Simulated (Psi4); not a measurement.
# AlCl2 (SMILES [Cl][Al][Cl]) at UB3LYP/aug-cc-pVQZ (density fitting, sweep point 3)

What is the vertical electron affinity of AlCl2 at UB3LYP/aug-cc-pVQZ (density fitting, sweep point 3)? 

The calculation is run with Psi4 1.11.

### Step 1. The molecule

AlCl2: 3 atoms, total charge 0, spin state doublet. As SMILES, `[Cl][Al][Cl]`. The coordinates come from a PBE0-D4/def2-TZVP relaxation.

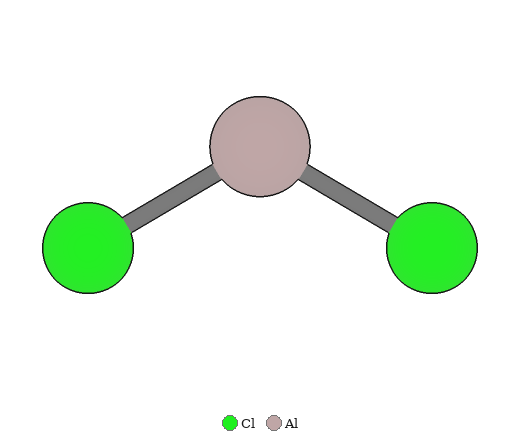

Viewed from a chosen angle; chlorine green, aluminium light grey.

### Step 2. The energy at UB3LYP/aug-cc-pVQZ (density fitting, sweep point 3)

Input file input.dat:

```
memory 1600 MB

molecule {
  0 2
  Cl     1.374800     0.868300     0.838700
  Al    -0.432100     0.520700    -0.177200
  Cl    -0.953600    -1.453800    -0.674700
  symmetry c1
}

set globals {
  basis aug-cc-pVQZ
  reference uks
  puream true
  scf_type df
  dft_radial_points 99
  dft_spherical_points 590
  maxiter 150
}

energy_value, wavefunction = energy('b3lyp', return_wfn=True)
```

Launch:

```
psi4 -n 1 input.dat output.dat
```

output.dat:

```text
[...]
  Running in c1 symmetry.
[...]
  Nuclear repulsion =  153.526194826504110
[...]
  Multiplicity = 2
[...]
  Nalpha       = 24
  Nbeta        = 23
[...]
    Number of basis functions: 252
[...]
   @DF-UKS iter   1: -1162.95540089223573   -2.18680e-01   1.80701e-03 DIIS/ADIIS
[...]
   @DF-UKS iter   8: -1163.04370213601442   -5.53903e-08   1.70811e-07 DIIS
[...]
   @S^2 Observed:                7.515876184E-01
[...]
    Orbital Energies [Eh]
    ---------------------
    Alpha Occupied:
       1A   -101.560767     2A   -101.560759     3A    -56.113977
       4A     -9.465867     5A     -9.465857     6A     -7.226356
       7A     -7.226346     8A     -7.222484     9A     -7.222475
      10A     -7.221970    11A     -7.221960    12A     -4.205846
      13A     -2.760849    14A     -2.758566    15A     -2.756519
      16A     -0.831312    17A     -0.821255    18A     -0.450847
      19A     -0.395050    20A     -0.358458    21A     -0.356163
      22A     -0.341090    23A     -0.334231    24A     -0.238186
    Alpha Virtual:
      25A     -0.076402    26A     -0.012337    27A     -0.004427
[...]
  @DF-UKS Final Energy: -1163.04370213601442
   => Energetics <=
    Nuclear Repulsion Energy =            153.5261948265041099
    One-Electron Energy =               -1914.1398352858338967
    Two-Electron Energy =                 658.1429048806110131
    DFT Exchange-Correlation Energy =     -60.5729665572955085
    Empirical Dispersion Energy =           0.0000000000000000
    VV10 Nonlocal Energy =                  0.0000000000000000
    Total Energy =                      -1163.0437021360144172
[...]
 Multipole Moments:
 ------------------------------------------------------------------------------------
     Multipole            Electronic (a.u.)      Nuclear  (a.u.)        Total (a.u.)
 ------------------------------------------------------------------------------------
 L = 1.  Multiply by 2.5417464519 to convert [e a0] to [Debye]
 Dipole X            :         -0.5088446            0.1098554           -0.3989892
 Dipole Y            :          0.6040702           -0.1303686            0.4737015
 Dipole Z            :          0.0000000           -0.0000000            0.0000000
 Magnitude           :                                                    0.6193428
[...]
```

Run time: 27 s. Hardware: 1 thread of INTEL XEON PLATINUM 8581C at 2.30GHz (Emerald Rapids), shared host; peak memory 1.1 GiB.

### Step 3. The singlet anion at the same level

Input file job.dat:

```
memory 1600 mb

molecule system {
  -1 1
  Cl     1.374800     0.868300     0.838700
  Al    -0.432100     0.520700    -0.177200
  Cl    -0.953600    -1.453800    -0.674700
  symmetry c1
}

set basis aug-cc-pVQZ
set puream true
set scf_type df
set dft_radial_points 99
set dft_spherical_points 590

result, w = energy("b3lyp", return_wfn=True)
```

Launch:

```
psi4 -n 1 job.dat job.out
```

job.out:

```text
[...]
  Running in c1 symmetry.
[...]
  Nuclear repulsion =  153.526194826504110
[...]
  Multiplicity = 1
[...]
  Nalpha       = 24
  Nbeta        = 24
[...]
    Number of basis functions: 252
[...]
   @DF-RKS iter   1: -1162.94167679634279   -2.04955e-01   2.20090e-03 DIIS/ADIIS
[...]
   @DF-RKS iter   7: -1163.11096195480150   -2.23028e-07   8.78605e-07 DIIS
[...]
    Orbital Energies [Eh]
    ---------------------
    Doubly Occupied:
       1A   -101.366008     2A   -101.366001     3A    -55.865172
       4A     -9.272904     5A     -9.272895     6A     -7.031455
       7A     -7.031446     8A     -7.030112     9A     -7.030103
      10A     -7.029357    11A     -7.029348    12A     -3.958548
      13A     -2.512707    14A     -2.511320    15A     -2.509405
      16A     -0.640828    17A     -0.631536    18A     -0.252512
      19A     -0.202589    20A     -0.171914    21A     -0.171810
      22A     -0.158430    23A     -0.151394    24A      0.000196
[...]
  @DF-RKS Final Energy: -1163.11096195480150
   => Energetics <=
    Nuclear Repulsion Energy =            153.5261948265041099
    One-Electron Energy =               -1923.6772430573257679
    Two-Electron Energy =                 667.7822157358500590
    DFT Exchange-Correlation Energy =     -60.7421294598298473
    Empirical Dispersion Energy =           0.0000000000000000
    VV10 Nonlocal Energy =                  0.0000000000000000
    Total Energy =                      -1163.1109619548014962
[...]
 Multipole Moments:
 ------------------------------------------------------------------------------------
     Multipole            Electronic (a.u.)      Nuclear  (a.u.)        Total (a.u.)
 ------------------------------------------------------------------------------------
 L = 1.  Multiply by 2.5417464519 to convert [e a0] to [Debye]
 Dipole X            :          0.5960946            0.1098554            0.7059500
 Dipole Y            :         -0.7070987           -0.1303686           -0.8374673
 Dipole Z            :          0.0000000           -0.0000000            0.0000000
 Magnitude           :                                                    1.0953159
[...]
```

It took 17 s on 1 thread of INTEL XEON PLATINUM 8581C at 2.30GHz (Emerald Rapids), shared host; peak memory 1.1 GiB.

### Step 4. What came out

Level: UB3LYP/aug-cc-pVQZ (density fitting, sweep point 3).

```
                                                            quantity           value
                                         doublet AlCl2: total energy  -1163.04370 Eh
                                        doublet AlCl2: dipole moment          1.57 D
                   doublet AlCl2: HOMO energy (highest over α and β)        -6.48 eV
                    doublet AlCl2: LUMO energy (lowest over α and β)        -3.72 eV
                                                 doublet AlCl2: ⟨S²⟩           0.752
                                         singlet anion: total energy  -1163.11096 Eh
                                          singlet anion: HOMO energy         0.01 eV
                                          singlet anion: LUMO energy         2.53 eV
singlet anion: HOMO–LUMO gap (to an unbound level, set by the basis)         2.52 eV
                   vertical electron affinity (to the singlet anion)        1.830 eV
```

**Reading.** At fixed nuclei the extra electron is bound by 1.83 eV (177 kJ/mol). The HOMO (singlet anion) lies at positive energy, 0.01 eV; only total energies tell whether the electron is bound.
